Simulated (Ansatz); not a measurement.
**Geometry relaxation, with input and output: C2H10SSi2 (part 2 of 2)**

The same run, continued: C2H10SSi2; RKS B3LYP/6-31G (Ansatz 0.2.0). It belongs to a series of runs on one base structure; here: end point A relaxed.

Geometry of the input (Å):
```
C  -2.0711  -0.5314  -0.3406
Si -0.4611  -1.0987  -0.8820
Si 1.0639  -0.5477  0.7295
C  1.2503  1.2954  0.9364
S  2.0759  2.0425  -0.4567
H  -2.1238  0.6154  -0.2179
H  -2.8527  -0.7253  -1.0984
H  -2.3933  -0.9261  0.5853
H  -0.0747  -0.4335  -2.1247
H  -0.4953  -2.5672  -1.0614
H  0.6374  -1.1598  2.0460
H  2.4460  -1.1291  0.4377
H  0.1318  1.7605  0.9906
H  1.6843  1.5513  1.8781
H  1.1606  1.8028  -1.3924
```

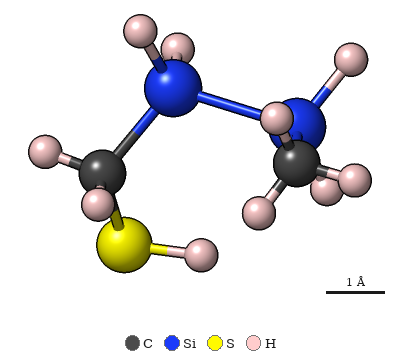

Figure 1. The geometry at step 6 of the log (ball-and-stick view, seen at a tilt).

### Output, continued
```
Atom 14 at     1.259420     1.767181    -1.453087 Å, force     0.003249     0.001339     0.004680 eV/Å
Dipole moment:    -0.442496    -0.168069     0.153705 e Å
```

### Trajectory as extended XYZ (Å, eV, eV/Å), 10 frames, from step=1 to step=10
```
15
Properties=species:S:1:pos:R:3:forces:R:3 step=1 energy=-28824.39308
C    -2.0711   -0.5314   -0.3406   -2.6954   3.2325  -0.6760
Si   -0.4611   -1.0987   -0.8820    1.5614  -0.8933  -0.4058
Si    1.0639   -0.5477    0.7295    1.1602  -1.5117   0.8402
C     1.2503    1.2954    0.9364   -4.5803   0.7015   0.8173
S     2.0759    2.0425   -0.4567    2.4461   1.7002  -0.7927
H    -2.1238    0.6154   -0.2179    0.2722  -1.4808  -0.1095
H    -2.8527   -0.7253   -1.0984    0.1428  -0.1668   0.2620
H    -2.3933   -0.9261    0.5853   -0.3954  -0.6825   1.1644
H    -0.0747   -0.4335   -2.1247    0.1577   0.2340  -0.7995
H    -0.4953   -2.5672   -1.0614    0.0992  -0.4252  -0.1861
H     0.6374   -1.1598    2.0460   -0.0755   0.0252   0.0001
H     2.4460   -1.1291    0.4377   -0.3268   0.1262   0.0476
H     0.1318    1.7605    0.9906    2.4021  -0.9424   0.1471
H     1.6843    1.5513    1.8781    0.7115   0.3722   0.4805
H     1.1606    1.8028   -1.3924   -0.8798  -0.2892  -0.7897
15
Properties=species:S:1:pos:R:3:forces:R:3 step=2 energy=-28825.09656
C    -2.2138   -0.5460   -0.3795   -1.2992   1.2855   0.0787
Si   -0.5005   -1.0938   -0.8433    0.9711  -0.6229  -0.3442
Si    1.1440   -0.5798    0.7769    0.0148  -0.3990  -0.0693
C     1.2734    1.3180    0.9209   -1.7494   0.3859   1.1865
S     2.1705    2.2011   -0.4257    0.6880   0.5363  -0.3579
H    -2.2703    0.5613   -0.2576    0.1008  -0.5339  -0.0811
H    -2.9589   -0.8003   -1.1504    0.2362  -0.0659   0.0810
H    -2.5575   -0.9684    0.5580   -0.0550  -0.2567   0.3175
H    -0.1312   -0.4795   -2.1546    0.0848   0.1350  -0.1967
H    -0.4811   -2.5762   -1.0648   -0.0230  -0.1557  -0.0317
H     0.6842   -1.1682    2.0937    0.0539   0.1081   0.0006
H     2.5077   -1.1517    0.4696   -0.1665   0.0196  -0.0265
H     0.2383    1.7602    1.0624    0.9771  -0.4172  -0.3084
H     1.7756    1.5744    1.8493    0.3962   0.0796   0.1327
H     1.2977    1.8979   -1.4254   -0.2297  -0.0987  -0.3813
15
Properties=species:S:1:pos:R:3:forces:R:3 step=3 energy=-28825.22652
C    -2.2495   -0.5650   -0.3755   -0.3257  -0.2467   0.0974
Si   -0.5094   -1.1803   -0.9035    0.1124   0.2213   0.0527
Si    1.0860   -0.5367    0.7656    0.0069  -0.1287  -0.0512
C     1.2723    1.3813    0.9951    0.4156  -0.2771   0.3410
S     2.2006    2.2813   -0.3861    0.0134   0.1030  -0.3399
H    -2.2650    0.5161   -0.2345    0.0610   0.1684  -0.0193
H    -2.9899   -0.8156   -1.1418   -0.0277   0.0094  -0.0312
H    -2.5789   -1.0272    0.5674    0.1381   0.0205  -0.1443
H    -0.1336   -0.5427   -2.2247   -0.0219  -0.0306   0.0903
H    -0.5160   -2.6731   -1.1421    0.0471   0.1032   0.1201
H     0.6642   -1.0832    2.1103   -0.0121  -0.0415  -0.0477
H     2.4114   -1.1399    0.4057    0.1014   0.0392   0.0809
H     0.3112    1.8467    1.1494   -0.4637   0.2484  -0.0026
H     1.8732    1.6010    1.8960   -0.1315  -0.2129  -0.3061
H     1.4015    1.8865   -1.4518    0.0865   0.0241   0.1600
15
Properties=species:S:1:pos:R:3:forces:R:3 step=4 energy=-28825.25982
C    -2.2906   -0.5687   -0.3921    0.0443   0.0731   0.0019
Si   -0.4985   -1.0942   -0.8722   -0.0762   0.0903  -0.0919
Si    1.0945   -0.5471    0.7921    0.0506   0.1034   0.0154
C     1.2912    1.3672    1.0014   -0.1740   0.1654   0.0020
S     2.1171    2.2851   -0.4625   -0.0484  -0.1557  -0.0365
H    -2.3392    0.5176   -0.2341   -0.0474  -0.1384  -0.0108
H    -2.9876   -0.8356   -1.1968    0.0414   0.0297   0.0909
H    -2.6048   -1.0720    0.5299   -0.0162   0.0458  -0.0656
H    -0.1120   -0.4015   -2.1605   -0.0160  -0.0797   0.0432
H    -0.4495   -2.5761   -1.1103    0.0112  -0.0618  -0.0523
H     0.6603   -1.1199    2.1194    0.0045   0.0182   0.0012
H     2.4348   -1.1278    0.4504    0.0359  -0.0329   0.0034
H     0.3271    1.8558    1.1927    0.1311  -0.1163   0.0373
H     1.9508    1.5778    1.8465    0.0116   0.0031   0.0213
H     1.3844    1.6885   -1.4744    0.0476   0.0558   0.0406
15
Properties=species:S:1:pos:R:3:forces:R:3 step=5 energy=-28825.26566
C    -2.2890   -0.5710   -0.3934   -0.0157   0.0051   0.0070
Si   -0.5001   -1.0907   -0.8818    0.0031   0.0065  -0.0109
Si    1.0965   -0.5378    0.7928   -0.0060   0.0239   0.0139
C     1.2940    1.3752    1.0083    0.0154  -0.0174  -0.0321
S     2.1349    2.2540   -0.4682    0.0064   0.0075   0.0655
H    -2.3521    0.5112   -0.2375   -0.0027  -0.0099   0.0003
H    -2.9913   -0.8436   -1.1885    0.0129   0.0015   0.0080
H    -2.6017   -1.0712    0.5292    0.0093   0.0063  -0.0122
H    -0.1183   -0.4114   -2.1741   -0.0027  -0.0107   0.0089
H    -0.4467   -2.5743   -1.1333    0.0029  -0.0041   0.0017
H     0.6557   -1.1040    2.1210   -0.0121  -0.0070  -0.0059
H     2.4384   -1.1269    0.4636    0.0043  -0.0027   0.0012
H     0.3359    1.8621    1.2058    0.0045   0.0044   0.0048
H     1.9580    1.5808    1.8525    0.0044   0.0052  -0.0182
H     1.3641    1.6969   -1.4669   -0.0240  -0.0086  -0.0320
15
Properties=species:S:1:pos:R:3:forces:R:3 step=6 energy=-28825.26633
C    -2.2876   -0.5708   -0.3955    0.0013  -0.0013  -0.0008
Si   -0.4992   -1.0930   -0.8831    0.0010  -0.0010  -0.0016
Si    1.0946   -0.5364    0.7922   -0.0031  -0.0045  -0.0092
C     1.2995    1.3742    1.0074   -0.0025   0.0031   0.0107
S     2.1301    2.2617   -0.4657    0.0022  -0.0049  -0.0065
H    -2.3513    0.5114   -0.2427   -0.0013   0.0006  -0.0008
H    -2.9892   -0.8466   -1.1896   -0.0022   0.0002   0.0006
H    -2.5992   -1.0684    0.5284    0.0024  -0.0007  -0.0008
H    -0.1183   -0.4232   -2.1795    0.0011  -0.0010  -0.0024
H    -0.4456   -2.5786   -1.1252   -0.0001   0.0011   0.0026
H     0.6420   -1.1020    2.1168   -0.0017   0.0015   0.0005
H     2.4353   -1.1326    0.4691    0.0003   0.0002   0.0050
H     0.3449    1.8631    1.2168    0.0016  -0.0020   0.0061
H     1.9714    1.5748    1.8463    0.0035   0.0027  -0.0010
H     1.3508    1.7154   -1.4662   -0.0025   0.0059  -0.0025
15
Properties=species:S:1:pos:R:3:forces:R:3 step=7 energy=-28825.26665
C    -2.2863   -0.5710   -0.3996    0.0060   0.0010  -0.0060
Si   -0.4979   -1.0943   -0.8857    0.0006  -0.0056   0.0064
Si    1.0924   -0.5357    0.7922    0.0039  -0.0122  -0.0032
C     1.3062    1.3732    1.0095   -0.0126   0.0047   0.0143
S     2.1255    2.2615   -0.4683    0.0005   0.0012  -0.0302
H    -2.3515    0.5118   -0.2520    0.0001   0.0027  -0.0006
H    -2.9882   -0.8516   -1.1915   -0.0066  -0.0013  -0.0023
H    -2.5958   -1.0645    0.5269   -0.0019  -0.0037   0.0054
H    -0.1165   -0.4315   -2.1850    0.0029   0.0022  -0.0055
H    -0.4443   -2.5815   -1.1190   -0.0004   0.0038   0.0002
H     0.6310   -1.0978    2.1153   -0.0010   0.0008   0.0014
H     2.4329   -1.1377    0.4783   -0.0039   0.0006   0.0013
H     0.3559    1.8652    1.2318    0.0060  -0.0023   0.0010
H     1.9885    1.5687    1.8413    0.0006   0.0002  -0.0001
H     1.3264    1.7340   -1.4645    0.0056   0.0077   0.0180
15
Properties=species:S:1:pos:R:3:forces:R:3 step=8 energy=-28825.26684
C    -2.2852   -0.5711   -0.4050    0.0029   0.0020  -0.0066
Si   -0.4959   -1.0956   -0.8868    0.0009  -0.0054   0.0056
Si    1.0909   -0.5356    0.7942   -0.0002  -0.0106  -0.0021
C     1.3139    1.3726    1.0117    0.0000   0.0018   0.0156
S     2.1205    2.2600   -0.4744   -0.0159  -0.0063  -0.0289
H    -2.3520    0.5125   -0.2640    0.0014   0.0028   0.0003
H    -2.9870   -0.8573   -1.1950   -0.0035  -0.0019  -0.0024
H    -2.5939   -1.0594    0.5245   -0.0027  -0.0031   0.0054
H    -0.1114   -0.4387   -2.1880    0.0016   0.0051  -0.0044
H    -0.4428   -2.5836   -1.1147    0.0003   0.0031   0.0016
H     0.6208   -1.0938    2.1162    0.0032   0.0021   0.0011
H     2.4297   -1.1448    0.4867   -0.0041   0.0025   0.0014
H     0.3688    1.8682    1.2477    0.0068  -0.0012  -0.0051
H     2.0080    1.5636    1.8350   -0.0049  -0.0020  -0.0012
H     1.2936    1.7522   -1.4586    0.0143   0.0113   0.0200
15
Properties=species:S:1:pos:R:3:forces:R:3 step=9 energy=-28825.26692
C    -2.2851   -0.5704   -0.4090    0.0005  -0.0004  -0.0017
Si   -0.4948   -1.0962   -0.8861    0.0000  -0.0033   0.0048
Si    1.0904   -0.5372    0.7968    0.0036   0.0006   0.0015
C     1.3183    1.3708    1.0129   -0.0018   0.0023   0.0045
S     2.1156    2.2575   -0.4795   -0.0089  -0.0043  -0.0153
H    -2.3522    0.5136   -0.2713    0.0013   0.0005   0.0001
H    -2.9858   -0.8593   -1.1991   -0.0003  -0.0009  -0.0008
H    -2.5952   -1.0560    0.5217   -0.0019  -0.0002   0.0009
H    -0.1075   -0.4400   -2.1872    0.0015   0.0014   0.0004
H    -0.4411   -2.5844   -1.1118   -0.0016   0.0015  -0.0012
H     0.6207   -1.0917    2.1205   -0.0010  -0.0004  -0.0022
H     2.4282   -1.1489    0.4909   -0.0015  -0.0001  -0.0013
H     0.3760    1.8685    1.2550    0.0035  -0.0012  -0.0018
H     2.0182    1.5605    1.8315   -0.0033  -0.0009  -0.0046
H     1.2726    1.7624   -1.4559    0.0098   0.0056   0.0167
15
Properties=species:S:1:pos:R:3:forces:R:3 step=10 energy=-28825.26692
C    -2.2855   -0.5706   -0.4113   -0.0010  -0.0001   0.0040
Si   -0.4944   -1.0978   -0.8834    0.0032   0.0075  -0.0061
Si    1.0914   -0.5375    0.7985   -0.0055  -0.0047   0.0064
C     1.3212    1.3707    1.0133    0.0004  -0.0015  -0.0046
S     2.1129    2.2557   -0.4835   -0.0029  -0.0015  -0.0011
H    -2.3519    0.5136   -0.2744    0.0001  -0.0002   0.0002
H    -2.9844   -0.8594   -1.2031    0.0023  -0.0003  -0.0003
H    -2.5988   -1.0553    0.5190    0.0001   0.0013  -0.0021
H    -0.1023   -0.4393   -2.1821   -0.0041  -0.0026  -0.0023
H    -0.4427   -2.5856   -1.1120    0.0026   0.0007   0.0021
H     0.6204   -1.0912    2.1220    0.0034   0.0011   0.0021
H     2.4281   -1.1511    0.4922    0.0004   0.0002  -0.0005
H     0.3803    1.8692    1.2584   -0.0009   0.0000   0.0008
H     2.0244    1.5605    1.8289   -0.0014  -0.0011  -0.0032
H     1.2594    1.7672   -1.4531    0.0032   0.0013   0.0047
```
